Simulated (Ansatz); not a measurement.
# Nudged elastic band, with input and output: CH6AlFO2 (part 2 of 2)

Continued. System: CH6AlFO2. Method: RKS B3LYP/def2-SVP (Ansatz 0.2.0). It belongs to a series of runs on one base structure; here: band between the two ends.

Geometry of the input (Å):
```
Al -0.0765  0.1200  0.4387
C  1.0695  1.1398  -0.7631
O  -1.5406  -0.8590  -0.5019
O  0.3400  -1.4578  1.0511
H  -2.3853  -0.5837  -0.1084
F  -1.1278  0.9997  1.4310
H  0.4833  1.8573  -1.3637
H  1.8088  1.7325  -0.1954
H  1.6329  0.4997  -1.4632
H  -1.3075  -1.7196  -0.0900
H  1.1030  -1.7292  1.5647
```

### The program's output, continued
```
NEB iter  46: max|band force component| = 5.743e-2 eV/Å  barrier→ = 1.3928 eV  barrier← = 1.7411 eV  CI = image 4  Δτ_max = 0.0393 Å  (176 SCF iters)
NEB iter  47: max|band force component| = 1.090e-1 eV/Å  barrier→ = 1.3926 eV  barrier← = 1.7409 eV  CI = image 4  Δτ_max = 0.0197 Å  (181 SCF iters)
NEB iter  48: max|band force component| = 7.369e-2 eV/Å  barrier→ = 1.3917 eV  barrier← = 1.7400 eV  CI = image 4  Δτ_max = 0.0197 Å  (184 SCF iters)
NEB iter  49: max|band force component| = 5.140e-2 eV/Å  barrier→ = 1.3907 eV  barrier← = 1.7390 eV  CI = image 4  Δτ_max = 0.0295 Å  (169 SCF iters)
the calculation of the forces begins
reference -14540.22528704 eV, -534.3434235802 hartree; 25, 25 occupied and 79, 79 virtual orbitals, 1063 factors
1065 factors; integrals over basis functions are off by at most 1.3e-3 eV
mean field evaluation 2496: about -14538.5181 eV, gradient 5.7e-2 eV
mean field -14538.51809633 eV, -534.2806854785 hartree, gradient 1.0e-5 eV, S^2 0.000000; 1 other end points of the search recorded, 0 dependent functions left out
the calculation of the forces begins
reference -14538.51834179 eV, -534.2806944991 hartree; 25, 25 occupied and 79, 79 virtual orbitals, 1065 factors
NEB iter  50: max|band force component| = 4.815e-2 eV/Å  barrier→ = 1.3892 eV  barrier← = 1.7375 eV  CI = image 4  Δτ_max = 0.0000 Å  (355 SCF iters)
```

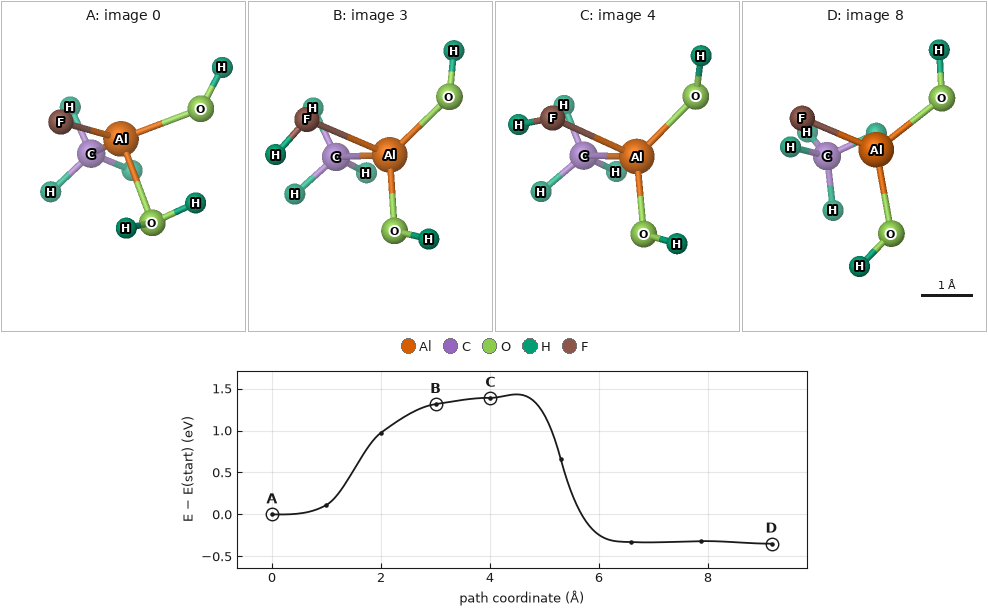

*Images of the last band (counted from 0; ball-and-stick, seen at a tilt) above the energy along the path; the line is a cubic interpolation that uses the forces.*

The highest image is number 4, 1.389 eV above the start and 1.737 eV above the end (the climbing image); the end lies 0.348 eV below the start. The path is 9.17 Å long. The band converged in 50 iterations.

```
Total energy: -14538.51834179 eV, -534.2806944991 hartree
Atom 0 at    -0.088206    -0.566167     0.035098 Å, force    -0.022345     0.026473     0.012192 eV/Å
Atom 1 at     0.801999     0.940763    -0.855161 Å, force     0.002982    -0.004278     0.000114 eV/Å
Atom 2 at    -1.424436    -1.217982    -0.822931 Å, force     0.003709    -0.000981    -0.002040 eV/Å
Atom 3 at     0.730130    -1.533833     1.173064 Å, force     0.041789    -0.045885    -0.020643 eV/Å
Atom 4 at    -0.945372     1.596323     0.864135 Å, force    -0.001025    -0.013195     0.005208 eV/Å
Atom 5 at    -1.116178     0.790333     1.311269 Å, force    -0.000666     0.012129    -0.001599 eV/Å
Atom 6 at     0.112454     1.591456    -1.423294 Å, force    -0.000266    -0.000675    -0.001047 eV/Å
Atom 7 at     1.403927     1.576767    -0.181540 Å, force    -0.000396    -0.004514     0.000148 eV/Å
Atom 8 at     1.510736     0.539521    -1.601359 Å, force     0.000801     0.003978    -0.004687 eV/Å
Atom 9 at    -1.799285    -2.079174    -0.618268 Å, force     0.000491    -0.000582     0.000067 eV/Å
Atom 10 at     0.814130    -1.638209     2.118887 Å, force    -0.025076     0.027530     0.012287 eV/Å
Dipole moment:    -0.137929     0.411207     0.456508 e Å
this run last wrote the band of iteration 50 to [file]
```

### The last band as extended XYZ (Å, eV, eV/Å)
```
11
Properties=species:S:1:pos:R:3:forces:R:3 image=0 energy=-14539.90727
Al   -0.0765    0.1200    0.4387   -0.0087  -0.0023  -0.0014
C     1.0695    1.1398   -0.7631    0.0076   0.0097  -0.0092
O    -1.5406   -0.8590   -0.5019   -0.0038   0.0041  -0.0106
O     0.3400   -1.4578    1.0511    0.0041   0.0049   0.0027
H    -2.3853   -0.5837   -0.1084   -0.0013   0.0001   0.0006
F    -1.1278    0.9997    1.4310    0.0017   0.0012   0.0027
H     0.4833    1.8573   -1.3637    0.0079  -0.0098   0.0120
H     1.8088    1.7325   -0.1954   -0.0045  -0.0080  -0.0106
H     1.6329    0.4997   -1.4632   -0.0100   0.0072   0.0082
H    -1.3075   -1.7196   -0.0900    0.0020  -0.0034  -0.0010
H     1.1030   -1.7292    1.5647    0.0050  -0.0037   0.0065
11
Properties=species:S:1:pos:R:3:forces:R:3 image=1 energy=-14539.79364
Al    0.0265   -0.0841    0.3956   -0.0077   0.1515   0.1206
C     1.0529    1.0791   -0.7709    0.0257   0.0274  -0.0037
O    -1.5812   -0.7672   -0.5443   -0.0481   0.0579   0.0410
O     0.5524   -1.5379    1.1547   -0.0215   0.0140  -0.0447
H    -2.1174   -0.2376    0.0982   -0.0880  -0.2775  -0.1790
F    -1.1617    0.7910    1.2920    0.0716  -0.0011   0.0705
H     0.3545    1.6647   -1.3937    0.0399   0.0238  -0.0239
H     1.6045    1.8034   -0.1469    0.0581   0.0443  -0.0473
H     1.7789    0.5918   -1.4402    0.0031  -0.0390   0.0115
H    -1.7904   -1.7073   -0.4232   -0.0035   0.0468   0.0882
H     1.2809   -1.5961    1.7786   -0.0296  -0.0483  -0.0332
11
Properties=species:S:1:pos:R:3:forces:R:3 image=2 energy=-14538.93235
Al    0.0346   -0.4162    0.1270    0.0285   0.0719   0.0371
C     1.0045    1.0037   -0.7730    0.0540   0.0117  -0.0075
O    -1.4911   -0.8796   -0.6213   -0.0806   0.1352   0.1284
O     0.5904   -1.5779    1.2555   -0.0019   0.0096   0.0049
H    -1.9116    0.4084    0.5085   -0.0930  -0.4167  -0.0825
F    -1.2998    0.8130    1.1392   -0.0336   0.0560  -0.0693
H     0.2774    1.6049   -1.3466    0.0458   0.0048  -0.0052
H     1.4965    1.6812   -0.0554    0.0570   0.0179  -0.0186
H     1.7696    0.6495   -1.4816    0.0461  -0.0072  -0.0078
H    -1.8094   -1.7903   -0.6033   -0.0542   0.1316   0.0492
H     1.3389   -1.4970    1.8510    0.0319  -0.0149  -0.0286
11
Properties=species:S:1:pos:R:3:forces:R:3 image=3 energy=-14538.59256
Al   -0.0349   -0.5438    0.0655    0.0113  -0.0095   0.0013
C     0.9250    0.9324   -0.7885    0.0153  -0.0029   0.0082
O    -1.3982   -1.1120   -0.8186   -0.0114   0.0264   0.0056
O     0.5537   -1.6097    1.2711   -0.0250  -0.0048   0.0143
H    -1.6838    1.2704    0.6615   -0.0808  -0.0324  -0.0205
F    -1.1799    0.7814    1.2790    0.0066   0.0028  -0.0033
H     0.2301    1.5643   -1.3715    0.0170   0.0000   0.0040
H     1.4522    1.5898   -0.0762    0.0142  -0.0046   0.0031
H     1.6777    0.5652   -1.5071    0.0102  -0.0097   0.0044
H    -1.7896   -1.9711   -0.6323   -0.0137   0.0220   0.0129
H     1.2476   -1.4672    1.9171    0.0563   0.0126  -0.0301
11
Properties=species:S:1:pos:R:3:forces:R:3 image=4 energy=-14538.51810
Al   -0.0882   -0.5662    0.0351   -0.0223   0.0265   0.0122
C     0.8020    0.9408   -0.8552    0.0030  -0.0043   0.0001
O    -1.4244   -1.2180   -0.8229    0.0037  -0.0010  -0.0020
O     0.7301   -1.5338    1.1731    0.0418  -0.0459  -0.0206
H    -0.9454    1.5963    0.8641   -0.0010  -0.0132   0.0052
F    -1.1162    0.7903    1.3113   -0.0007   0.0121  -0.0016
H     0.1125    1.5915   -1.4233   -0.0003  -0.0007  -0.0010
H     1.4039    1.5768   -0.1815   -0.0004  -0.0045   0.0001
H     1.5107    0.5395   -1.6014    0.0008   0.0040  -0.0047
H    -1.7993   -2.0792   -0.6183    0.0005  -0.0006   0.0001
H     0.8141   -1.6382    2.1189   -0.0251   0.0275   0.0123
11
Properties=species:S:1:pos:R:3:forces:R:3 image=5 energy=-14539.24179
Al   -0.3600   -0.5577    0.3468   -0.6823   0.0133   0.8045
C     0.6103    1.1850   -0.6975   -0.4746   0.6834   0.4901
O    -1.4326   -1.1956   -0.8173    0.1057  -0.0048  -0.1134
O     0.7931   -1.5468    1.1248    0.1369  -0.0045  -0.0786
H    -0.2356    1.3013    0.2097    1.7039  -0.8237  -1.7658
F    -1.0928    0.6320    1.3918   -0.0833  -0.4768   0.1348
H     0.1227    1.7540   -1.4918    0.0595   0.4434  -0.1594
H     1.4596    1.7099   -0.2504    0.0814   0.4161  -0.0572
H     1.1249    0.3715   -1.2839   -0.9096  -0.3454   0.9424
H    -1.8520   -2.0388   -0.6144    0.0113   0.0164  -0.1460
H     0.8622   -1.6152    2.0821    0.0511   0.0825  -0.0514
11
Properties=species:S:1:pos:R:3:forces:R:3 image=6 energy=-14540.23653
Al   -0.6902   -0.7049    0.7230   -0.0129   0.0211   0.0076
C     0.6678    1.2839   -0.8070   -0.0041   0.0269  -0.0017
O    -1.6242   -1.2274   -0.5900   -0.0148  -0.0198   0.0153
O     0.6707   -1.5746    1.2424   -0.0263  -0.0181  -0.0199
H     0.0277    1.4562    0.0740    0.0163  -0.0002  -0.0117
F    -1.2993    0.5394    1.6543   -0.0140  -0.0223   0.0158
H     0.3423    1.9871   -1.5861    0.0162   0.0060  -0.0036
H     1.7140    1.4711   -0.5322    0.0136  -0.0150  -0.0137
H     0.5687    0.2670   -1.2169   -0.0254  -0.0008   0.0026
H    -1.5039   -2.0692   -1.0366    0.0219   0.0061  -0.0241
H     1.1262   -1.4288    2.0752    0.0297   0.0161   0.0333
11
Properties=species:S:1:pos:R:3:forces:R:3 image=7 energy=-14540.22503
Al   -0.5830   -0.8857    0.7246    0.0000   0.0008   0.0001
C     0.6504    1.2686   -0.8179   -0.0003   0.0006   0.0001
O    -1.3077   -1.5982   -0.6295   -0.0026   0.0037   0.0017
O     0.8808   -1.5307    1.2775   -0.0015   0.0002  -0.0002
H    -0.0504    1.3724    0.0269    0.0008  -0.0002   0.0006
F    -1.3992    0.2662    1.6207    0.0008   0.0024   0.0003
H     0.2109    1.7733   -1.6892    0.0005   0.0048   0.0010
H     1.5997    1.7469   -0.5411    0.0016  -0.0035   0.0006
H     0.8470    0.2197   -1.0869   -0.0044  -0.0001  -0.0034
H    -2.1720   -1.3601   -0.9748    0.0060  -0.0077  -0.0007
H     1.3236   -1.2726    2.0898   -0.0008  -0.0010   0.0000
11
Properties=species:S:1:pos:R:3:forces:R:3 image=8 energy=-14540.25556
Al   -0.5838   -0.8815    0.6902    0.0052  -0.0054  -0.0074
C     0.6552    1.2639   -0.7650    0.0131  -0.0014  -0.0025
O    -1.4081   -1.4690   -0.6667   -0.0049  -0.0012   0.0066
O     0.8782   -1.6297    1.1152   -0.0046   0.0090   0.0019
H    -0.1468    1.5109   -0.0510   -0.0015   0.0042   0.0009
F    -1.3034    0.2343    1.7043    0.0024  -0.0008  -0.0010
H     0.2297    1.0525   -1.7545   -0.0015  -0.0025   0.0039
H     1.3333    2.1276   -0.8205   -0.0072  -0.0030   0.0029
H     1.2442    0.3972   -0.4208   -0.0050   0.0027  -0.0034
H    -2.2924   -1.1982   -0.9264    0.0042   0.0020  -0.0023
H     1.3937   -1.4083    1.8952   -0.0001  -0.0037   0.0003
```

### Key numbers

- outcome: converged
- barrier, forward: 1.389 eV
- barrier, backward: 1.738 eV
- wall time: 15 min (CPU time 28 min)
- peak memory: 0.22 GiB

The order of the saddle point was not checked.
